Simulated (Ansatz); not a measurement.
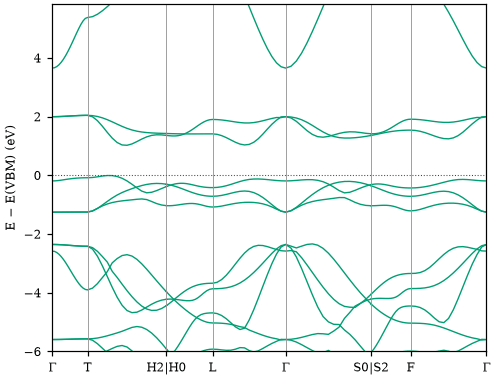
Figure. Band structure from PBEsol in the plane-wave PAW code Ansatz

The gap is 0.84 eV; an edge lies off the plotted path or next to a special point (maximum off the standard path, minimum off the standard path).

Problem. Which of these materials gives this?
(A) InCo3SnS2, R-3m (In on 3b, Co on 9e, Sn on 3a, S on 6c)
(B) SiGe, R-3m (Si on 6c, Ge on 6c)
(C) CaZrN2, R-3m (Ca on 3a, Zr on 3b, N on 6c)
(D) NaCoO2, R-3m (Na on 3a, Co on 3b, O on 6c)

Solution. D, NaCoO2, R-3m (Na on 3a, Co on 3b, O on 6c)

The workflow started from a Materials Project entry (that database holds measured and hypothetical structures alike); the Crystallography Open Database copy checked does not list it. Its standing as an ambient phase is unchecked. Symmetry was held in the PBEsol relaxation; its stability against distortions is not shown here. The run is not spin-polarised. No Hubbard U is applied.

Potentials: the later of the program's two PAW sets.
